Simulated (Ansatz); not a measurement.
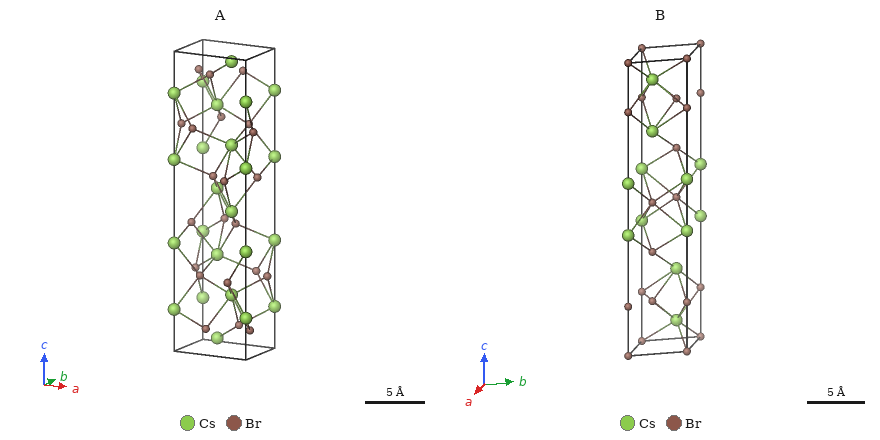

Two structures of Cs2Br3, each relaxed to rest (conventional cells in solid outline, small ones repeated, not to one scale). Method: Ansatz 0.2.0, DFT PBE, scalar-relativistic, plane waves, PAW, without spin polarisation.

### Characterise the two forms.

A: corundum, R-3c. B: 15 atoms a cell on a rhombohedral (trigonal R) lattice, R-3m.

### Which structure wins energetically, and by what margin?

B is lower, by 91 meV/atom at this level of theory (energies at zero smearing). Volumes: A 58.3, B 45.4 Å³/atom.

One or both may be structure types tried for this composition rather than known phases.
